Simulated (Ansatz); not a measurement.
# SiH4O4: molecular dynamics (part 2 of 2)

The same run, continued: SiH4O4; UKS BLYP/STO-3G (Ansatz 0.2.0). It belongs to a series of runs on one base structure; here: dynamics from the start.

Geometry of the input (Å):
```
Si -0.3980  -0.3405  -0.1652
O  1.4442  0.1206  0.6520
O  -0.4413  -1.1613  1.1601
H  0.7411  -0.6999  1.3345
O  -1.2099  1.0336  -0.4280
O  -0.0835  -0.9985  -1.5871
H  1.5296  0.9661  1.0886
H  -1.5665  1.5254  0.3077
H  -0.0156  -0.4454  -2.3626
```

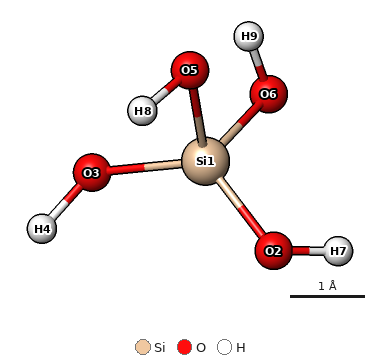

**Figure 1.** The geometry at step 138 of the log (ball-and-stick view, seen at a tilt; atoms are numbered from 1 in the order of the input).

Output, continued:
```
md step   115: t =    57.50 fs  T =  2017.6 K  F+E_penalty+E_count = -15921.18134735 eV  E_kin = 1.825558 eV  conserved = -15919.35578976 eV  (26 SCF iters)
md step   116: t =    58.00 fs  T =  2052.0 K  F+E_penalty+E_count = -15921.21328645 eV  E_kin = 1.856707 eV  conserved = -15919.35657937 eV  (27 SCF iters)
md step   117: t =    58.50 fs  T =  2097.4 K  F+E_penalty+E_count = -15921.25517535 eV  E_kin = 1.897736 eV  conserved = -15919.35743967 eV  (27 SCF iters)
md step   118: t =    59.00 fs  T =  2141.1 K  F+E_penalty+E_count = -15921.29451919 eV  E_kin = 1.937277 eV  conserved = -15919.35724171 eV  (26 SCF iters)
md step   119: t =    59.50 fs  T =  2182.4 K  F+E_penalty+E_count = -15921.33137583 eV  E_kin = 1.974706 eV  conserved = -15919.35667010 eV  (26 SCF iters)
md step   120: t =    60.00 fs  T =  2224.5 K  F+E_penalty+E_count = -15921.36999203 eV  E_kin = 2.012790 eV  conserved = -15919.35720189 eV  (26 SCF iters)
md step   121: t =    60.50 fs  T =  2256.3 K  F+E_penalty+E_count = -15921.40016507 eV  E_kin = 2.041513 eV  conserved = -15919.35865165 eV  (26 SCF iters)
md step   122: t =    61.00 fs  T =  2255.4 K  F+E_penalty+E_count = -15921.40009844 eV  E_kin = 2.040712 eV  conserved = -15919.35938682 eV  (26 SCF iters)
md step   123: t =    61.50 fs  T =  2210.2 K  F+E_penalty+E_count = -15921.35837925 eV  E_kin = 1.999799 eV  conserved = -15919.35858066 eV  (26 SCF iters)
md step   124: t =    62.00 fs  T =  2132.1 K  F+E_penalty+E_count = -15921.28598129 eV  E_kin = 1.929174 eV  conserved = -15919.35680690 eV  (26 SCF iters)
md step   125: t =    62.50 fs  T =  2048.7 K  F+E_penalty+E_count = -15921.20876477 eV  E_kin = 1.853697 eV  conserved = -15919.35506778 eV  (27 SCF iters)
md step   126: t =    63.00 fs  T =  1988.0 K  F+E_penalty+E_count = -15921.15282907 eV  E_kin = 1.798803 eV  conserved = -15919.35402651 eV  (27 SCF iters)
md step   127: t =    63.50 fs  T =  1967.5 K  F+E_penalty+E_count = -15921.13409170 eV  E_kin = 1.780200 eV  conserved = -15919.35389175 eV  (27 SCF iters)
md step   128: t =    64.00 fs  T =  1989.4 K  F+E_penalty+E_count = -15921.15464527 eV  E_kin = 1.800091 eV  conserved = -15919.35455420 eV  (28 SCF iters)
md step   129: t =    64.50 fs  T =  2042.9 K  F+E_penalty+E_count = -15921.20418821 eV  E_kin = 1.848478 eV  conserved = -15919.35570986 eV  (27 SCF iters)
md step   130: t =    65.00 fs  T =  2108.4 K  F+E_penalty+E_count = -15921.26469376 eV  E_kin = 1.907759 eV  conserved = -15919.35693485 eV  (28 SCF iters)
md step   131: t =    65.50 fs  T =  2165.2 K  F+E_penalty+E_count = -15921.31693628 eV  E_kin = 1.959100 eV  conserved = -15919.35783604 eV  (27 SCF iters)
md step   132: t =    66.00 fs  T =  2197.3 K  F+E_penalty+E_count = -15921.34646591 eV  E_kin = 1.988157 eV  conserved = -15919.35830939 eV  (26 SCF iters)
md step   133: t =    66.50 fs  T =  2195.9 K  F+E_penalty+E_count = -15921.34547295 eV  E_kin = 1.986861 eV  conserved = -15919.35861180 eV  (27 SCF iters)
md step   134: t =    67.00 fs  T =  2156.5 K  F+E_penalty+E_count = -15921.31004284 eV  E_kin = 1.951204 eV  conserved = -15919.35883920 eV  (27 SCF iters)
md step   135: t =    67.50 fs  T =  2079.5 K  F+E_penalty+E_count = -15921.23991400 eV  E_kin = 1.881603 eV  conserved = -15919.35831115 eV  (26 SCF iters)
md step   136: t =    68.00 fs  T =  1980.1 K  F+E_penalty+E_count = -15921.14785960 eV  E_kin = 1.791648 eV  conserved = -15919.35621116 eV  (27 SCF iters)
md step   137: t =    68.50 fs  T =  1895.6 K  F+E_penalty+E_count = -15921.06859106 eV  E_kin = 1.715149 eV  conserved = -15919.35344158 eV  (27 SCF iters)
md step   138: t =    69.00 fs  T =  1868.2 K  F+E_penalty+E_count = -15921.04315111 eV  E_kin = 1.690394 eV  conserved = -15919.35275752 eV  (28 SCF iters)
md step   139: t =    69.50 fs  T =  1906.6 K  F+E_penalty+E_count = -15921.08048837 eV  E_kin = 1.725147 eV  conserved = -15919.35534107 eV  (28 SCF iters)
md step   140: t =    70.00 fs  T =  1971.2 K  F+E_penalty+E_count = -15921.14238269 eV  E_kin = 1.783609 eV  conserved = -15919.35877394 eV  (28 SCF iters)
md step   141: t =    70.50 fs  T =  2007.9 K  F+E_penalty+E_count = -15921.17700907 eV  E_kin = 1.816812 eV  conserved = -15919.36019734 eV  (28 SCF iters)
md step   142: t =    71.00 fs  T =  1990.4 K  F+E_penalty+E_count = -15921.16012930 eV  E_kin = 1.800925 eV  conserved = -15919.35920476 eV  (28 SCF iters)
md step   143: t =    71.50 fs  T =  1930.1 K  F+E_penalty+E_count = -15921.10344519 eV  E_kin = 1.746378 eV  conserved = -15919.35706687 eV  (28 SCF iters)
md step   144: t =    72.00 fs  T =  1859.4 K  F+E_penalty+E_count = -15921.03749554 eV  E_kin = 1.682438 eV  conserved = -15919.35505714 eV  (28 SCF iters)
md step   145: t =    72.50 fs  T =  1811.1 K  F+E_penalty+E_count = -15920.99249765 eV  E_kin = 1.638678 eV  conserved = -15919.35381990 eV  (28 SCF iters)
md step   146: t =    73.00 fs  T =  1806.1 K  F+E_penalty+E_count = -15920.98769091 eV  E_kin = 1.634190 eV  conserved = -15919.35350083 eV  (28 SCF iters)
md step   147: t =    73.50 fs  T =  1850.4 K  F+E_penalty+E_count = -15921.02831699 eV  E_kin = 1.674309 eV  conserved = -15919.35400822 eV  (28 SCF iters)
md step   148: t =    74.00 fs  T =  1935.9 K  F+E_penalty+E_count = -15921.10675398 eV  E_kin = 1.751622 eV  conserved = -15919.35513164 eV  (28 SCF iters)
md step   149: t =    74.50 fs  T =  2043.9 K  F+E_penalty+E_count = -15921.20588555 eV  E_kin = 1.849342 eV  conserved = -15919.35654363 eV  (28 SCF iters)
these checks for a lower state are left out or cut short: starts, cluster_reference, orbital_swaps, neighbouring_geometries, increment
488 factors; integrals over basis functions are off by at most 3.3e-5 eV
mean field evaluation 1184: about -15921.3044 eV, gradient 2.0e-5 eV
mean field -15921.30442141 eV, -585.0971456392 hartree, gradient 2.0e-5 eV, S^2 0.000000; 0 other end points of the search recorded, 0 dependent functions left out
the calculation of the forces begins
reference -15921.30464846 eV, -585.0971539829 hartree; 25, 25 occupied and 8, 8 virtual orbitals, 488 factors
488 factors; integrals over basis functions are off by at most 3.3e-5 eV
mean field -15921.30442141 eV, -585.0971456392 hartree, gradient 2.0e-5 eV, S^2 0.000000; 1 other end points of the search recorded, 0 dependent functions left out
the calculation of the forces begins
reference -15921.30464846 eV, -585.0971539829 hartree; 25, 25 occupied and 8, 8 virtual orbitals, 488 factors
md step   150: t =    75.00 fs  T =  2151.4 K  F+E_penalty+E_count = -15921.30442141 eV  E_kin = 1.946629 eV  conserved = -15919.35779250 eV  (27 SCF iters)
```

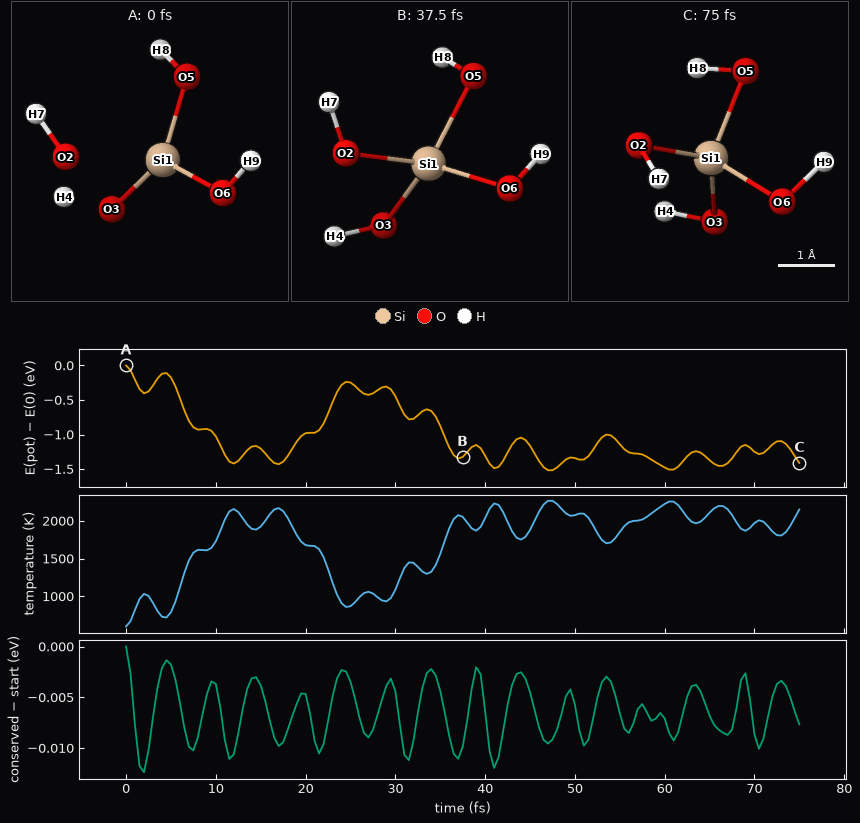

**Figure 2.** Frames of the molecular dynamics (ball-and-stick, seen at a tilt) above the curves, on which the letters mark them. The trajectory kept here has 151 frames over 75 fs. The temperature starts at 600 K, ranges from 600 to 2266 K and averages 2017 K over the second half. The potential energy ends 1.411 eV below its first value. The conserved quantity stays within 0.012 eV. After an unweighted best fit of the last frame on the first, the root-mean-square displacement is 0.89 Å, and H4 has moved furthest (1.60 Å).

```
Total energy: -15921.30464846 eV, -585.0971539829 hartree
Atom 0 at    -0.076530    -0.201110    -0.008352 Å, force    -2.389431    -2.469837    -1.030806 eV/Å
Atom 1 at     1.478125     0.487720     0.266978 Å, force     2.422692    -1.325018    -1.736035 eV/Å
Atom 2 at    -0.929436    -1.521705     0.998300 Å, force     1.417738     1.819027    -0.782345 eV/Å
Atom 3 at    -0.793727    -1.182496     1.974957 Å, force    -0.019059     0.025689     0.387499 eV/Å
Atom 4 at    -1.327539     1.077120    -0.267139 Å, force     1.710171    -1.437731     0.279990 eV/Å
Atom 5 at     0.016060    -1.166545    -1.470274 Å, force    -1.558526     1.689950    -0.563984 eV/Å
Atom 6 at     2.112012    -0.063086    -0.526218 Å, force    -2.053693     1.508654     2.389322 eV/Å
Atom 7 at    -1.224840     1.277555     0.739869 Å, force    -1.013905     1.375214     0.894983 eV/Å
Atom 8 at    -0.865485    -0.699584    -1.918820 Å, force     1.484014    -1.185946     0.161376 eV/Å
Dipole moment:     0.133560     0.180687     0.264250 e Å
```

Trajectory as extended XYZ (Å, eV, eV/Å), 11 of the 151 frames kept, from step=0 to step=150:
```
9
Properties=species:S:1:pos:R:3:forces:R:3 step=0 time_fs=0.0 energy=-15919.89302 temperature=600.0
Si   -0.3980   -0.3405   -0.1652    2.4386   2.7772   0.3272
O     1.4442    0.1206    0.6520   -1.3430  -5.1991  -3.2511
O    -0.4413   -1.1613    1.1601    0.4530  -2.4291   3.7246
H     0.7411   -0.6999    1.3345   -0.5510  -0.0136   0.3096
O    -1.2099    1.0336   -0.4280    0.0482   0.3338  -4.4468
O    -0.0835   -0.9985   -1.5871    0.2656  -4.0378   0.5149
H     1.5296    0.9661    1.0886   -0.0967   4.3676   2.3430
H    -1.5665    1.5254    0.3077   -1.2713   1.5491   3.3754
H    -0.0156   -0.4454   -2.3626    0.0567   2.6519  -2.8968
9
Properties=species:S:1:pos:R:3:forces:R:3 step=15 time_fs=7.5 energy=-15920.78850 temperature=1578.4
Si   -0.3733   -0.3249   -0.1499    4.0255   0.4435   0.6281
O     1.4246    0.1031    0.6660   -0.6645   0.5437   0.4941
O    -0.4108   -1.1806    1.2285   -1.2938  -1.6922   1.9455
H     0.5641   -0.6701    1.4907    0.6955  -0.4504  -0.1843
O    -1.2075    1.0160   -0.5069   -1.2566   1.8450  -2.1532
O    -0.1254   -0.9778   -1.6446    0.4935  -1.7929  -1.3477
H     1.5425    1.0004    1.2666   -0.7974  -0.7147  -1.3488
H    -1.4671    1.3474    0.3855   -0.9848   1.3700   1.9842
H    -0.1862   -0.2316   -2.3437   -0.2175   0.4479  -0.0177
9
Properties=species:S:1:pos:R:3:forces:R:3 step=30 time_fs=15.0 energy=-15921.09520 temperature=1924.4
Si   -0.2775   -0.3005   -0.1199    1.1495  -0.9887   0.2665
O     1.3808    0.0731    0.6701   -0.7038   3.9460   0.3931
O    -0.4123   -1.2526    1.3622   -0.9637   0.0725  -1.1107
H     0.5878   -0.8778    1.5764   -0.0765  -0.1497   0.2987
O    -1.2644    1.0849   -0.5925    0.0387  -0.1200   3.2465
O    -0.1515   -0.9990   -1.7598   -0.6861   2.9413   0.4756
H     1.2007    1.1441    1.1171    0.6296  -3.3140  -1.4780
H    -1.5049    1.3640    0.4511   -0.0435   0.1634  -2.1851
H    -0.4620   -0.0018   -2.1802    0.6557  -2.5508   0.0934
9
Properties=species:S:1:pos:R:3:forces:R:3 step=45 time_fs=22.5 energy=-15920.58970 temperature=1361.8
Si   -0.1615   -0.2948   -0.0868   -4.1171  -1.0397  -1.3233
O     1.3255    0.0805    0.6511    1.3284   2.4379  -0.3429
O    -0.4471   -1.3245    1.4647    0.4343   0.6641  -2.0711
H     0.6028   -1.1851    1.7290   -1.2972   0.0364  -0.1204
O    -1.3081    1.1384   -0.6310    0.5189  -0.4591   2.6830
O    -0.1777   -0.9862   -1.8342   -0.6332   2.0993   1.5549
H     1.0162    1.0850    0.8283    1.3379  -0.3860   0.3993
H    -1.7588    1.6885    0.2604    1.4762  -1.8392  -1.8884
H    -0.7312   -0.1482   -2.3099    0.9519  -1.5136   1.1090
9
Properties=species:S:1:pos:R:3:forces:R:3 step=60 time_fs=30.0 energy=-15920.33828 temperature=1087.2
Si   -0.1188   -0.3059   -0.0774   -4.8050   0.2979  -0.7465
O     1.3205    0.1453    0.6167    1.9582  -4.2336  -0.6228
O    -0.4992   -1.3778    1.4904   -0.5369   0.7170  -2.4945
H     0.4527   -1.4128    1.9440    0.0557   0.4768  -0.5418
O    -1.3033    1.1377   -0.6413    2.1206  -2.5286  -0.4162
O    -0.1986   -0.9467   -1.8329    2.7761  -1.5192   3.3030
H     1.3160    1.0793    0.7545    0.1841   5.1707   0.5087
H    -1.7631    1.6867    0.0985    0.0982  -0.1652   1.3006
H    -0.9072   -0.4006   -2.2717   -1.8510   1.7842  -0.2904
9
Properties=species:S:1:pos:R:3:forces:R:3 step=75 time_fs=37.5 energy=-15921.21794 temperature=2053.4
Si   -0.1639   -0.3101   -0.0815    0.2182   1.2852   1.1055
O     1.3855    0.2283    0.5893   -0.2625  -1.5298   0.0826
O    -0.5683   -1.4065    1.4324   -1.0900   1.1717  -2.9760
H     0.3344   -1.4021    1.9172    1.1877   0.4022   0.2069
O    -1.2411    1.0670   -0.6382    2.1071  -2.7982  -1.3261
O    -0.1922   -0.9129   -1.7590    1.2441  -0.8206   1.6695
H     1.6555    1.2255    0.5703   -0.9176   0.2277  -0.7646
H    -1.5677    1.4232    0.2136   -1.4331   1.5348   2.8379
H    -1.0870   -0.4537   -1.9280   -1.0538   0.5271  -0.8358
9
Properties=species:S:1:pos:R:3:forces:R:3 step=90 time_fs=45.0 energy=-15921.05447 temperature=1878.7
Si   -0.2067   -0.2971   -0.0636    3.9267  -1.1204   2.1901
O     1.4473    0.2806    0.5682   -1.4308   2.4710  -2.5639
O    -0.6394   -1.3963    1.2955    0.5217   1.2399  -1.3224
H     0.2872   -1.2204    1.7490   -0.0703  -0.4013   0.6824
O    -1.1558    0.9575   -0.5921   -2.3403   2.4211   2.6864
O    -0.1799   -0.8903   -1.6490   -2.2768  -0.7659  -1.3559
H     1.5803    1.2999   -0.0264   -0.5917  -3.4403   1.8752
H    -1.5023    1.2850    0.3789   -0.2127   0.4856  -1.6264
H    -1.2400   -0.5484   -1.7946    2.4741  -0.8897  -0.5655
9
Properties=species:S:1:pos:R:3:forces:R:3 step=105 time_fs=52.5 energy=-15921.01701 temperature=1836.6
Si   -0.1802   -0.2987   -0.0096    2.6117   0.7262  -0.1373
O     1.4477    0.3311    0.5080   -2.0466   0.2061  -2.8523
O    -0.6916   -1.3528    1.1249    0.6363  -1.4914   3.3163
H     0.1085   -1.2193    1.8304   -1.3726  -0.6255  -0.5099
O    -1.1287    0.9087   -0.4940   -4.3657   4.9810   1.0796
O    -0.1757   -0.9085   -1.5622   -0.2496  -1.7760  -3.0407
H     1.4206    0.9035   -0.4366    1.1990  -0.3959   1.8029
H    -1.7031    1.5300    0.2384    1.8484  -1.8640  -1.5245
H    -1.1123   -0.7816   -2.1035    1.7391   0.2395   1.8659
9
Properties=species:S:1:pos:R:3:forces:R:3 step=120 time_fs=60.0 energy=-15921.36999 temperature=2224.5
Si   -0.1090   -0.2838    0.0336   -1.1853   2.7655  -2.9246
O     1.3914    0.3628    0.3946   -0.1660  -1.3293   4.2850
O    -0.7471   -1.3559    1.0317   -1.0968  -2.7327   3.2164
H    -0.3689   -1.4670    1.9995    0.0138   0.4720  -0.9248
O    -1.1875    0.9578   -0.4069   -1.2004   1.1521  -0.4252
O    -0.1273   -0.9898   -1.5317    1.6326  -0.9332   0.0263
H     1.7283    0.6642   -0.4503    1.5410   1.3434  -3.6961
H    -1.7031    1.6453    0.2156    1.1790  -1.3603   0.1413
H    -0.9878   -0.7660   -2.0274   -0.7180   0.6225   0.3016
9
Properties=species:S:1:pos:R:3:forces:R:3 step=135 time_fs=67.5 energy=-15921.23991 temperature=2079.5
Si   -0.0640   -0.2288    0.0246   -3.0521  -1.7567  -1.0325
O     1.3876    0.4019    0.3026    1.8409   1.3216   3.1740
O    -0.8388   -1.4370    1.0177   -0.0025  -0.0169  -1.0837
H    -0.7312   -1.5171    2.0334    0.7226   0.8728   0.4288
O    -1.2684    1.0256   -0.3468    1.1807  -1.7330  -1.5482
O    -0.0490   -1.0922   -1.5110    1.8123  -0.0784   1.7704
H     2.0287    0.4261   -0.4499    0.6587  -0.3282  -1.5700
H    -1.4377    1.4665    0.5284   -0.5129   1.0795   1.9863
H    -0.8902   -0.6162   -1.7223   -2.6478   0.6393  -2.1253
9
Properties=species:S:1:pos:R:3:forces:R:3 step=150 time_fs=75.0 energy=-15921.30442 temperature=2151.4
Si   -0.0765   -0.2011   -0.0084   -2.3894  -2.4698  -1.0308
O     1.4781    0.4877    0.2670    2.4227  -1.3250  -1.7360
O    -0.9294   -1.5217    0.9983    1.4177   1.8190  -0.7823
H    -0.7937   -1.1825    1.9750   -0.0191   0.0257   0.3875
O    -1.3275    1.0771   -0.2671    1.7102  -1.4377   0.2800
O     0.0161   -1.1665   -1.4703   -1.5585   1.6900  -0.5640
H     2.1120   -0.0631   -0.5262   -2.0537   1.5087   2.3893
H    -1.2248    1.2776    0.7399   -1.0139   1.3752   0.8950
H    -0.8655   -0.6996   -1.9188    1.4840  -1.1859   0.1614
```

Key numbers:

- outcome: finished
- mean temperature over the second half: 2017 K
- trajectory: 150 steps, 75 fs
- ensemble: nve
- temperature in the input: 600.0 K
- time step: 0.5 fs
- potential energy (last step): −15921.3046 eV
- mean-field energy (last step): −15921.3046 eV
- largest force (length of the vector) (last step): 3.588 eV/Å
- wall time: 9.7 min
- peak memory: 0.12 GiB

Remarks:

So short a trajectory is not equilibrated.
